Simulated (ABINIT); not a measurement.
# Beyond one shot: GaN (P6_3mc)

Wanted: G0W0 and self-consistent gaps of GaN (P6_3mc), with the cost of the cycles.

Method: PBE and many-body steps on it, plane waves, in ABINIT 10.8.3.

The database entry behind the starting cell has ideal inner coordinates that were not refined, so it need not match the best structure at ambient conditions.

## (1) Set-up

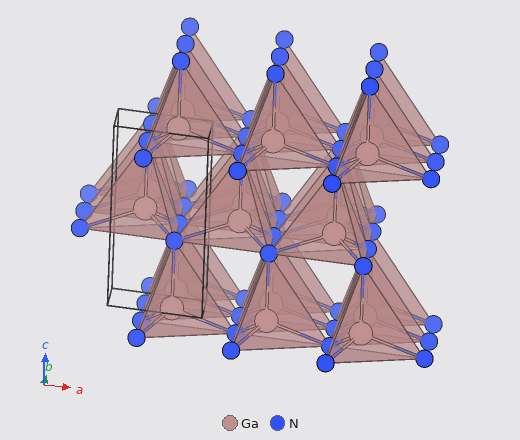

The starting structure, seen slightly off an axis (gallium pink, nitrogen blue). 3×3×1 cells are drawn. Some periodic images of atoms are drawn too.

The cell and positions come from the Crystallography Open Database and are kept as given unless a step says otherwise.

## (2) Empty states on the mesh, 3×3×2 mesh, 89 bands

This step: ABINIT 10.8.3; DFT, PBE, plane waves, norm-conserving pseudopotentials.

The sums over transitions need many empty states on a uniform mesh; this step solves for them.

Input file run.abi:

```
acell 3*1.0 Angstrom
rprim 
  3.190000000016 -0.000000000004 0.000000000000
  -1.595000000005 2.762621038088 0.000000000000
  0.000000000000 0.000000000000 5.189000000000
ntypat 2
znucl 31 7
natom 4
typat 1 1 2 2
xred 
  0.666666666667 0.333333333333 0.000000000000
  0.333333333333 0.666666666667 0.500000000000
  0.666666666667 0.333333333333 0.375000000000
  0.333333333333 0.666666666667 0.875000000000
pp_dirpath "pseudos"
pseudos "Ga.upf, N.upf"
ecut 45
ngkpt 3 3 2
nshiftk 1
shiftk 0 0 0
kptopt 1
chksymbreak 0
iscf -2
irdden 1
istwfk *1
nband 89
nbdbuf 8
tolwfr 1e-09
nstep 60
prtvol 0
indata_prefix "in"
outdata_prefix "out"
tmpdata_prefix "tmp"
```

Run with:

```console
$ OMP_NUM_THREADS=1 mpirun -n 4 abinit run.abi > log
```

Numbers of over 12 decimals in the logs are rounded to 6 here.

The log of the run:

```text
.Version 10.8.3 of ABINIT. v10.8.2 released Aug 2026.

 Symmetries : space group P6_3 m c (#186); Bravais hP (primitive hexag.)
[... echo of the input left out ...]
== DATASET  1 ==================================================================
-   mpi_nproc: 4, omp_nthreads: 1 (-1 if OMP is not activated)

--- !DatasetInfo
iteration_state: {dtset: 1, }
dimensions: {natom: 4, nkpt: 6, mband: 89, nsppol: 1, nspinor: 1, nspden: 1, mpw: 4506, }
cutoff_energies: {ecut:  45.0, pawecutdg:  -1.0, }
[...]
2.28704    2.28816    2.28816    2.29115    2.30419    2.30419    2.34467    2.39491
   2.39491    2.42879    2.44211    2.44211    2.53875    2.53885    2.56584    2.57473
   2.59055
 prteigrs : prtvol=0 or 1, do not print more k-points.

== END DATASET(S) ==============================================================
================================================================================

 -outvars: echo values of variables after computation  --------
            nband          89
             nkpt           6
          spgroup         186
 [... the other variables as echoed above ...]

 Calculation completed.
```

Elapsed: 18 s, on 4 MPI ranks of Arm Neoverse V2, shared host; peak memory 0.31 GiB.

Numbers from this step:

| Quantity | Value |
| --- | --- |
| gap | 1.919 eV |
| k of the valence top | 0, 0, 0 |
| k of the conduction bottom | 0, 0, 0 |
| least direct gap | 1.919 eV |
| k points computed | 6 |
| lowest point of the top converged band, above the valence top | 55.8057 eV |

On this mesh the gap is 1.919 eV.

The density comes from a self-consistent run that is not shown.

## (3) Screening, 3×3×2 mesh, 81 bands, screening to 130.6 eV

The RPA dielectric matrix is built and inverted for each q.

This step: RPA screening on PBE, plane waves, norm-conserving pseudopotentials.

run.abi, as its differences from that of step 2:

```diff
@@ -22,10 +22,11 @@
 chksymbreak 0
-iscf -2
-irdden 1
 istwfk *1
-nband 89
-nbdbuf 8
-tolwfr 1e-09
-nstep 60
-prtvol 0
+occopt 1
+irdwfk 1
+optdriver 3
+nband 81
+ecuteps 4.8
+inclvkb 2
+awtr 1
+symchi 1
 indata_prefix "in"
```

The log of the run:

```text
.Version 10.8.3 of ABINIT. v10.8.2 released Aug 2026.

 Symmetries : space group P6_3 m c (#186); Bravais hP (primitive hexag.)
[... echo of the input left out ...]
== DATASET  1 ==================================================================
-   mpi_nproc: 4, omp_nthreads: 1 (-1 if OMP is not activated)

--- !DatasetInfo
iteration_state: {dtset: 1, }
dimensions: {natom: 4, nkpt: 6, mband: 81, nsppol: 1, nspinor: 1, nspden: 1, mpw: 4506, }
cutoff_energies: {ecut:  45.0, pawecutdg:  -1.0, }
electrons: {nelect:   5.20000000E+01, charge:   0.00000000E+00, occopt:   1.00000000E+00, tsmear:   1.00000000E-02, }

 SCREENING: Calculation of the susceptibility and dielectric matrices

 Based on a program developped by R.W. Godby, V. Olevano, G. Onida, and L. Reining.
 Incorporated in ABINIT by V. Olevano, G.-M. Rignanese, and M. Torrent.
.Using double precision arithmetic ; gwpc =  8

[... cell and pseudopotentials left out ...]
--------------------------------------------------------------------------------

 ==== K-mesh for the wavefunctions ====
 Number of points in the irreducible wedge :     6
[... list of points left out ...]
 Together with 12 symmetry operations and time-reversal symmetry
 yields    18 points in the full Brillouin Zone.

 ==== Q-mesh for the screening function ====
 Number of points in the irreducible wedge :     6
[... list of points left out ...]
 Together with 12 symmetry operations and time-reversal symmetry
 yields    18 points in the full Brillouin Zone.

 setmesh: FFT mesh size selected  =    24x   24x   40
          total number of points  =        23040

 vcoul_init : cutoff-mode = AUXILIARY_FUNCTION
 q-points for optical limit:   1
     1)      0.000010    0.000020    0.000030

- screening: taking advantage of time-reversal symmetry
- Maximum band index for partially occupied states nbvw = 26
- Remaining bands to be divided among processors   nbcw = 55
- Number of bands treated by each node ~13

 Number of electrons calculated from density =   52.0000; Expected =   52.0000
 average of density, n =  0.168504
 r_s =    1.1231
 omega_plasma =   39.5969 [eV]

 calculating chi0 at frequencies [eV] :
  1    0.000000E+00    0.000000E+00
  2    0.000000E+00    3.959690E+01

--------------------------------------------------------------------------------
  q-point number  1        q = ( 0.000000, 0.000000, 0.000000) [r.l.u.]
--------------------------------------------------------------------------------
[... chi0 elements left out ...]
 For q-point:  0.000010 0.000020 0.000030
  dielectric constant =   9.9065
  dielectric constant without local fields =  10.6204

  Average fulfillment of the sum rule on Im[epsilon] for q-point    1 :     30.85  [%]
[... wings left out ...]
  q-point number  2        q = ( 0.333333, 0.000000, 0.000000) [r.l.u.]
--------------------------------------------------------------------------------
[... chi0 elements left out ...]
  Average fulfillment of the sum rule on Im[epsilon] for q-point    2 :     34.39  [%]

 [... 4 further q-points ...]
```

Elapsed: 14 s, on 4 MPI ranks; peak memory 0.68 GiB.

This step gave:

- ε∞ with local fields, on this mesh, along the program's q direction: 9.906
- the same without local fields: 10.62
- plasma frequency: 39.60 eV
- plane waves in the screening matrix: 147

Local fields lower ε∞ by 7 %. On a Γ-centred mesh this coarse the value itself is usually too large, while a short band sum pulls it down.

## (4) G0W0

The self-energy is evaluated for the states that the input lists, and the levels follow from it, in one-shot runs by the linearised quasiparticle equation.

This step: G0W0 on PBE, plane waves, norm-conserving pseudopotentials.

run.abi, as its differences from that of step 3:

```diff
@@ -25,8 +25,15 @@
 irdwfk 1
-optdriver 3
+optdriver 4
 nband 81
+gwcalctyp 0
+ecutsigx 45
+symsigma 1
+nkptgw 1
+kptgw 
+  0.0000000000 0.0000000000 0.0000000000
+bdgw 
+  25 28
 ecuteps 4.8
-inclvkb 2
-awtr 1
-symchi 1
+irdscr 1
+ppmodel 1
 indata_prefix "in"
```

The log of the run:

```text
.Version 10.8.3 of ABINIT. v10.8.2 released Aug 2026.

 Symmetries : space group P6_3 m c (#186); Bravais hP (primitive hexag.)
[... echo of the input left out ...]
== DATASET  1 ==================================================================
-   mpi_nproc: 4, omp_nthreads: 1 (-1 if OMP is not activated)

--- !DatasetInfo
iteration_state: {dtset: 1, }
dimensions: {natom: 4, nkpt: 6, mband: 81, nsppol: 1, nspinor: 1, nspden: 1, mpw: 4506, }
cutoff_energies: {ecut:  45.0, pawecutdg:  -1.0, }
electrons: {nelect:   5.20000000E+01, charge:   0.00000000E+00, occopt:   1.00000000E+00, tsmear:   1.00000000E-02, }

 SIGMA: Calculation of the GW corrections

 Based on a program developped by R.W. Godby, V. Olevano, G. Onida, and L. Reining.
 Incorporated in ABINIT by V. Olevano, G.-M. Rignanese, and M. Torrent.
.Using double precision arithmetic ; gwpc =  8

[... cell and pseudopotentials left out ...]
--------------------------------------------------------------------------------

 ==== K-mesh for the wavefunctions ====
 Number of points in the irreducible wedge :     6
[... list of points left out ...]
 Together with 12 symmetry operations and time-reversal symmetry
 yields    18 points in the full Brillouin Zone.

 ==== Q-mesh for screening function ====
 Number of points in the irreducible wedge :     6
[... list of points left out ...]
 Together with 12 symmetry operations and time-reversal symmetry
 yields    18 points in the full Brillouin Zone.

 vcoul_init : cutoff-mode = AUXILIARY_FUNCTION
 q-points for optical limit:   1
     1)      0.000010    0.000020    0.000030
 setmesh: FFT mesh size selected  =    32x   32x   60
          total number of points  =        61440

 Number of electrons calculated from density =   52.0000; Expected =   52.0000
 average of density, n =  0.168504
 r_s =    1.1231
 omega_plasma =   39.5969 [eV]

 === KS Band Gaps ===
  >>>> For spin  1
   Minimum direct gap =   1.9190 [eV], located at k-point      :   0.0000  0.0000  0.0000
   Fundamental gap    =   1.9190 [eV], Top of valence bands at :   0.0000  0.0000  0.0000
                                       Bottom of conduction at :   0.0000  0.0000  0.0000
 SIGMA fundamental parameters:
 PLASMON POLE MODEL  1
 number of plane-waves for SigmaX                 4427
 number of plane-waves for SigmaC and W            147
 number of plane-waves for wavefunctions          4427
 number of bands                                    81
 number of independent spin polarizations            1
 number of spinorial components                      1
 number of k-points in IBZ                           6
 number of q-points in IBZ                           6
 number of symmetry operations                      12
 number of k-points in BZ                           18
 number of q-points in BZ                           18
 number of frequencies for dSigma/dE                 9
 frequency step for dSigma/dE [eV]                0.25
 number of omega for Sigma on real axis              0
 max omega for Sigma on real axis  [eV]           0.00
 zcut for avoiding poles [eV]                     0.10

 EPSILON^-1 parameters (SCR file):
 dimension of the eps^-1 matrix on file            147
 dimension of the eps^-1 matrix used               147
 number of plane-waves for wavefunctions          4427
 number of bands                                    81
 number of q-points in IBZ                           6
 number of frequencies                               2
 number of real frequencies                          1
 number of imag frequencies                          1

 matrix elements of self-energy operator (all in [eV])

 Perturbative Calculation

--- !SelfEnergy_ee
iteration_state: {dtset: 1, }
kpoint     : [   0.000,    0.000,    0.000, ]
spin       : 1
KS_gap     :    1.919
QP_gap     :    2.597
Delta_QP_KS:    0.677
data: !SigmaeeData |
     Band     E0 <VxcDFT>   SigX SigC(E0)      Z dSigC/dE  Sig(E)    E-E0       E
       25   6.903 -19.100 -22.606   3.680   0.796  -0.256 -18.961   0.139   7.041
       26   6.903 -19.100 -22.606   3.680   0.796  -0.256 -18.961   0.139   7.041
       27   8.822 -14.182  -9.590  -3.598   0.821  -0.218 -13.366   0.816   9.638
       28  11.172 -13.937  -8.620  -4.143   0.830  -0.205 -12.963   0.975  12.147

== END DATASET(S) ==============================================================
================================================================================

 -outvars: echo values of variables after computation  --------
           etotal      0.0000000000E+00
            nband          81
             nkpt           6
          spgroup         186
 [... the other variables as echoed above ...]

 Calculation completed.
```

Elapsed: 3.2 s, on 4 MPI ranks; peak memory 0.58 GiB; 12 s of CPU time.

This step gave:

- G0W0 gap on the points computed: 2.597 eV
- starting gap on the mesh: 1.919 eV
- k of the valence top: 0, 0, 0
- k of the conduction bottom: 0, 0, 0
- Z at the valence top: 0.796
- Z at the conduction bottom: 0.821
- least direct G0W0 gap on the computed points: 2.597 eV

The gap on the mesh goes from 1.92 eV to 2.60 eV, a correction of +0.68 eV.

## (5) evGW0, cycle 1

This step: evGW0 on PBE, plane waves, norm-conserving pseudopotentials.

run.abi, as its differences from that of step 4:

```diff
@@ -27,10 +27,20 @@
 nband 81
-gwcalctyp 0
+gwcalctyp 10
 ecutsigx 45
 symsigma 1
-nkptgw 1
+nkptgw 6
 kptgw 
   0.0000000000 0.0000000000 0.0000000000
+  0.3333333333 0.0000000000 0.0000000000
+  0.3333333333 0.3333333333 0.0000000000
+  0.0000000000 0.0000000000 0.5000000000
+  0.3333333333 0.0000000000 0.5000000000
+  0.3333333333 0.3333333333 0.5000000000
 bdgw 
-  25 28
+  21 34
+  21 34
+  21 34
+  21 34
+  21 34
+  21 34
 ecuteps 4.8
```

The log of the run:

```text
.Version 10.8.3 of ABINIT. v10.8.2 released Aug 2026.

 Symmetries : space group P6_3 m c (#186); Bravais hP (primitive hexag.)
[... echo of the input left out ...]
== DATASET  1 ==================================================================
-   mpi_nproc: 4, omp_nthreads: 1 (-1 if OMP is not activated)

--- !DatasetInfo
iteration_state: {dtset: 1, }
dimensions: {natom: 4, nkpt: 6, mband: 81, nsppol: 1, nspinor: 1, nspden: 1, mpw: 4506, }
cutoff_energies: {ecut:  45.0, pawecutdg:  -1.0, }
electrons: {nelect:   5.20000000E+01, charge:   0.00000000E+00, occopt:   1.00000000E+00, tsmear:   1.00000000E-02, }

 SIGMA: Calculation of the GW corrections

 Based on a program developped by R.W. Godby, V. Olevano, G. Onida, and L. Reining.
 Incorporated in ABINIT by V. Olevano, G.-M. Rignanese, and M. Torrent.
.Using double precision arithmetic ; gwpc =  8

[... cell and pseudopotentials left out ...]
--------------------------------------------------------------------------------

 ==== K-mesh for the wavefunctions ====
 Number of points in the irreducible wedge :     6
[... list of points left out ...]
 Together with 12 symmetry operations and time-reversal symmetry
 yields    18 points in the full Brillouin Zone.

 ==== Q-mesh for screening function ====
 Number of points in the irreducible wedge :     6
[... list of points left out ...]
 Together with 12 symmetry operations and time-reversal symmetry
 yields    18 points in the full Brillouin Zone.

 vcoul_init : cutoff-mode = AUXILIARY_FUNCTION
 q-points for optical limit:   1
     1)      0.000010    0.000020    0.000030
 setmesh: FFT mesh size selected  =    32x   32x   60
          total number of points  =        61440

 Number of electrons calculated from density =   52.0000; Expected =   52.0000
[...]
KS_gap     :    6.501
QP_gap     :    7.431
Delta_QP_KS:    0.931
data: !SigmaeeData |
     Band     E_DFT   <VxcDFT>   E(N-1)  <Hhartree>   SigX  SigC[E(N-1)]    Z     dSigC/dE  Sig[E(N)]  DeltaE  E(N)_pert E(N)_diago
[...]
--- !SelfEnergy_ee
iteration_state: {dtset: 1, }
kpoint     : [   0.333,    0.333,    0.500, ]
spin       : 1
KS_gap     :    7.932
QP_gap     :    8.962
Delta_QP_KS:    1.031
data: !SigmaeeData |
     Band     E_DFT   <VxcDFT>   E(N-1)  <Hhartree>   SigX  SigC[E(N-1)]    Z     dSigC/dE  Sig[E(N)]  DeltaE  E(N)_pert E(N)_diago
[...]
33    20.912   -11.272    20.912    32.184    -5.189    -5.005     0.818    -0.222   -10.390     0.881    21.793    21.989
       34    20.912   -11.272    20.912    32.184    -5.189    -5.005     0.818    -0.222   -10.390     0.881    21.793    21.989

 New Fermi energy :        3.103813E-01 Ha ,    8.445905E+00 eV

 === QP Band Gaps ===
  >>>> For spin  1
   Minimum direct gap =   2.7386 [eV], located at k-point      :   0.0000  0.0000  0.0000
   Fundamental gap    =   2.7386 [eV], Top of valence bands at :   0.0000  0.0000  0.0000
                                       Bottom of conduction at :   0.0000  0.0000  0.0000

 writing QP data on file : out_QPS

 Convergence of QP corrections
 >>>>> For spin  1 <<<<<
.  kptgw no:  1; Maximum DeltaE = (   0.000   0.000) for band index:  9
.  kptgw no:  2; Maximum DeltaE = (   0.183   0.000) for band index: 10
.  kptgw no:  3; Maximum DeltaE = (  -0.382  -0.000) for band index:  9
.  kptgw no:  4; Maximum DeltaE = (  -0.289   0.000) for band index: 10
.  kptgw no:  5; Maximum DeltaE = (   0.051   0.000) for band index:  9
.  kptgw no:  6; Maximum DeltaE = (  -0.111   0.000) for band index: 11

== END DATASET(S) ==============================================================
================================================================================

 -outvars: echo values of variables after computation  --------
           etotal      0.0000000000E+00
            nband          81
             nkpt           6
          spgroup         186
 [... the other variables as echoed above ...]

 Calculation completed.
```

Wall time 23 s (4 MPI ranks); peak memory 1 GiB.

This step gave:

| Property | Result |
| --- | --- |
| quasiparticle gap on the mesh | 2.738 eV |
| gap of the density functional on the mesh | 1.919 eV |
| k of the valence top | 0, 0, 0 |
| k of the conduction bottom | 0, 0, 0 |
| Z at the valence top | 0.796 |
| Z at the conduction bottom | 0.821 |
| least direct quasiparticle gap on the computed points | 2.738 eV |

Against G0W0 in ABINIT (3×3×2 mesh, 81 bands, screening to 130.6 eV, Godby-Needs plasmon pole), the gap moves by +0.141 eV. This first cycle still uses the starting levels; it takes the full correction, at all points of the mesh, and its linearised value is 2.597 eV.

## (6) evGW0, cycle 2

The corrected levels of the last cycle go back in.

run.abi, as its differences from that of step 5:

```diff
@@ -48,2 +48,3 @@
 ppmodel 1
+irdqps 1
 indata_prefix "in"
```

The log of the run:

```text
.Version 10.8.3 of ABINIT. v10.8.2 released Aug 2026.

 Symmetries : space group P6_3 m c (#186); Bravais hP (primitive hexag.)
[... echo of the input left out ...]
== DATASET  1 ==================================================================
-   mpi_nproc: 4, omp_nthreads: 1 (-1 if OMP is not activated)

--- !DatasetInfo
iteration_state: {dtset: 1, }
dimensions: {natom: 4, nkpt: 6, mband: 81, nsppol: 1, nspinor: 1, nspden: 1, mpw: 4506, }
cutoff_energies: {ecut:  45.0, pawecutdg:  -1.0, }
[...]
.  kptgw no:  4; Maximum DeltaE = (   0.054  -0.000) for band index: 11
.  kptgw no:  5; Maximum DeltaE = (  -0.167   0.000) for band index:  1
.  kptgw no:  6; Maximum DeltaE = (   0.027   0.000) for band index: 11

== END DATASET(S) ==============================================================
================================================================================

 -outvars: echo values of variables after computation  --------
           etotal      0.0000000000E+00
            nband          81
             nkpt           6
          spgroup         186
 [... the other variables as echoed above ...]

 Calculation completed.
```

It took 24 s on 4 MPI ranks; peak memory 1 GiB; 95 s of CPU time.

Numbers from this step:

```yaml
quasiparticle_gap_on_the_mesh: 2.704 eV
gap_of_the_density_functional_on_the_mesh: 1.919 eV
k_of_the_valence_top: 0, 0, 0
k_of_the_conduction_bottom: 0, 0, 0
least_direct_quasiparticle_gap_on_the_computed_points: 2.704 eV
```

Against the cycle before, the gap moves by −0.034 eV.

## (7) evGW0, cycle 3

run.abi is that of step 6.

The log of the run:

```text
.Version 10.8.3 of ABINIT. v10.8.2 released Aug 2026.

 Symmetries : space group P6_3 m c (#186); Bravais hP (primitive hexag.)
[... echo of the input left out ...]
== DATASET  1 ==================================================================
-   mpi_nproc: 4, omp_nthreads: 1 (-1 if OMP is not activated)

--- !DatasetInfo
iteration_state: {dtset: 1, }
dimensions: {natom: 4, nkpt: 6, mband: 81, nsppol: 1, nspinor: 1, nspden: 1, mpw: 4506, }
cutoff_energies: {ecut:  45.0, pawecutdg:  -1.0, }
[...]
.  kptgw no:  4; Maximum DeltaE = (  -0.006  -0.000) for band index: 12
.  kptgw no:  5; Maximum DeltaE = (   0.021   0.000) for band index:  1
.  kptgw no:  6; Maximum DeltaE = (  -0.002   0.000) for band index: 12

== END DATASET(S) ==============================================================
================================================================================

 -outvars: echo values of variables after computation  --------
           etotal      0.0000000000E+00
            nband          81
             nkpt           6
          spgroup         186
 [... the other variables as echoed above ...]

 Calculation completed.
```

Elapsed: 24 s, on 4 MPI ranks; peak memory 1 GiB.

Numbers from this step:

```
quasiparticle gap on the mesh                         : 2.702 eV
gap of the density functional on the mesh             : 1.919 eV
k of the valence top                                  : 0, 0, 0
k of the conduction bottom                            : 0, 0, 0
least direct quasiparticle gap on the computed points : 2.702 eV
```

Against the cycle before, the gap moves by −0.002 eV.

[end of part 1 of 3]

[Paths, hosts, dates, memory and timing lines, banners, echoed tables and standing remarks are left out of the program output.]

[Logs are printed without paths, hosts, clocks, repeated set-up lines and the standing remarks that a program may print on its own settings, such as how far it seeks lower states.]

[Runs of the session that timed out or met a known fault of the program may be left out.]

[Hosts, paths, dates, database ids (printed as entryN), source tags and the programs' standing remarks are cut or masked in the printed files.]

[G0W0 gaps are taken among the corrected bands and points alone; a level outside them can change the order at an edge.]

[Where Ansatz stands beside ABINIT at settings called matched, ABINIT's density can come from a denser mesh and the files from another edition; pairs whose starting gaps differed by over 0.03 eV were left out, so agreement reads better than it is.]
